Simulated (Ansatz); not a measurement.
# C4H9ClSi (SMILES C=C[Si](C)(C)Cl): what the fields show

Input

```
crystal:
  periodic: [false, false, false]
  atoms:
    - symbol: C
      position_ang: [1.198233, 2.076867, -1.277034]
    - symbol: C
      position_ang: [0.270267, 1.160479, -1.575730]
    - symbol: C
      position_ang: [1.080531, -0.457323, 0.925872]
    - symbol: C
      position_ang: [0.151899, -1.913086, -1.651001]
    - symbol: Cl
      position_ang: [-2.006738, -0.335952, 0.078175]
    - symbol: Si
      position_ang: [-0.020617, -0.390516, -0.581282]
    - symbol: H
      position_ang: [1.350563, 2.974090, -1.887576]
    - symbol: H
      position_ang: [1.852466, 1.977871, -0.403292]
    - symbol: H
      position_ang: [-0.354965, 1.328057, -2.463309]
    - symbol: H
      position_ang: [0.848782, -1.351382, 1.524271]
    - symbol: H
      position_ang: [2.141977, -0.505471, 0.634853]
    - symbol: H
      position_ang: [0.932129, 0.426441, 1.564340]
    - symbol: H
      position_ang: [1.182728, -2.000515, -2.029893]
    - symbol: H
      position_ang: [-0.088441, -2.822576, -1.079515]
    - symbol: H
      position_ang: [-0.529035, -1.862759, -2.514115]
basis:
  gaussian:
    orbitals: def2-SVPD
total_charge: 0
hamiltonian:
  xc: pbe0
output: {forces: true, orbitals: {seedname: orbitals}}
```

Launched as:

```sh
ansatz run input.yaml --threads 2 --pin off --max-ram 5220MiB --events-out events.jsonl --progress --plain --runs-dir runs
```

Geometry: PBE0-D3(BJ)/def2-SVP.

Theory: Ansatz, isolated molecule in a Gaussian basis; Kohn-Sham density functional theory, functional PBE0.

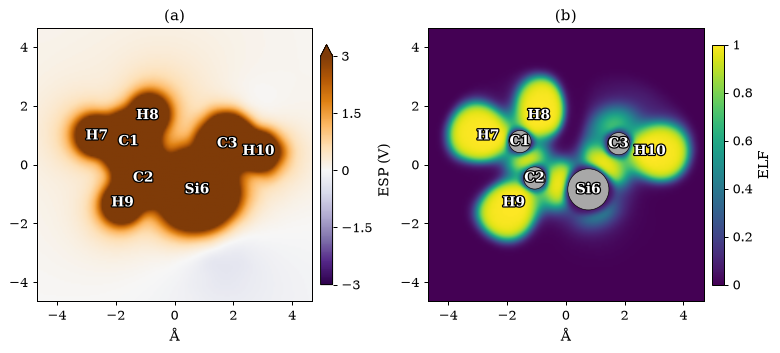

Figure 1. (a) molecular electrostatic potential; (b) ELF on the plane of atoms C1, C2 and H9. Grey discs cover the atomic cores in the ELF map.

What does the map show?

- The section cuts through C, Si and H sites.
- C–C (1.34 Å): the ELF peaks at about 0.90 between the atoms; a short, multiple covalent bond.
- C–Si (1.87 Å): the ELF peaks at about 1 between the atoms; a shared electron pair.
- C–H (1.10 Å): the ELF climbs to about 1 towards the hydrogen, as it does in any bond to H (an ordinary covalent bond to hydrogen).
- Outside the dense part of the molecule the potential is most negative (−0.4 V) near C4, which lies off the plane.

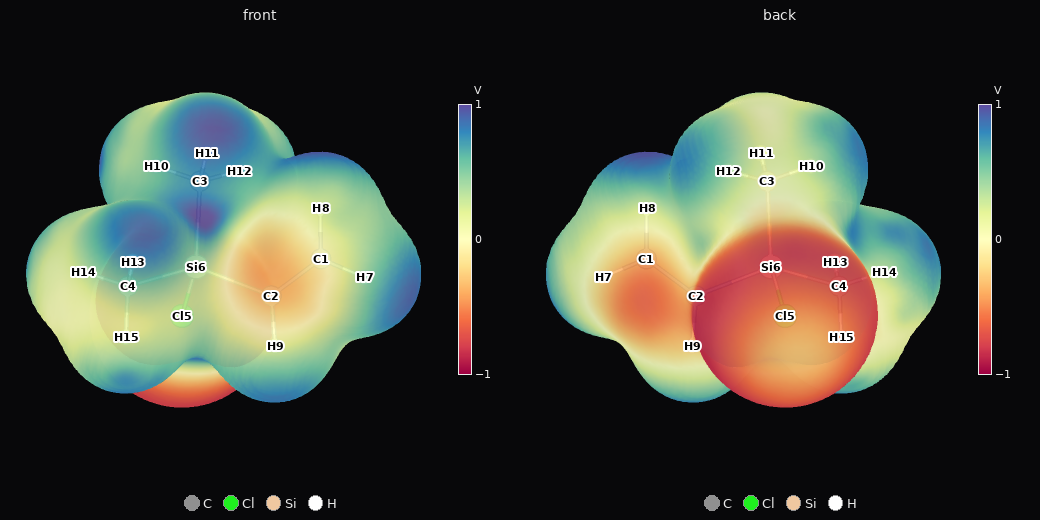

Figure 2. The electrostatic potential painted on the density surface at 0.002 e/bohr³, seen from the front and from behind; the colour scale runs from red (negative) to blue (positive).

Which sites attract a positive test charge, and which a negative one?

A positive charge is drawn to the negative regions and a negative charge to the positive ones. The most negative region (about −0.9 V) lies over Cl5, the most positive (about +1.0 V) over Si6, H7, H8 and H11.

What dipole moment does the calculation give?

Its dipole moment is 2.43 D.

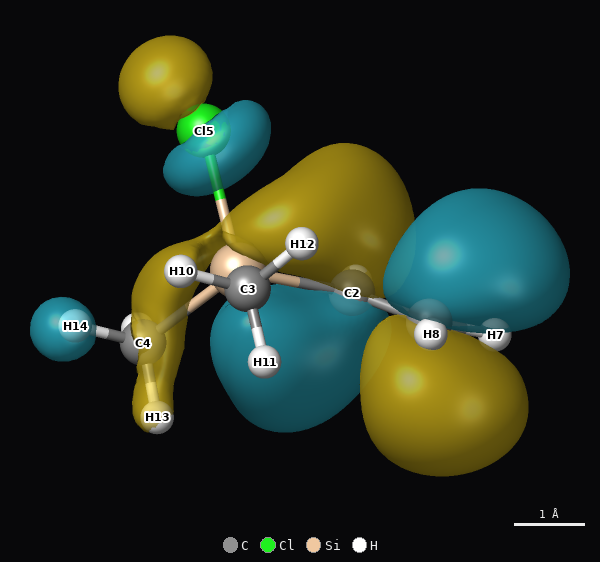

Figure 3. One frontier orbital at ±0.06 Å⁻³ᐟ² (yellow and cyan are the two phases), seen from one side.

Which orbital is it: HOMO or LUMO?

The LUMO, at −0.68 eV. It lies mainly on C1 (about 35 %), C2 (about 30 %) and Si6 (about 10 %); π-antibonding (π*) across C1–C2.
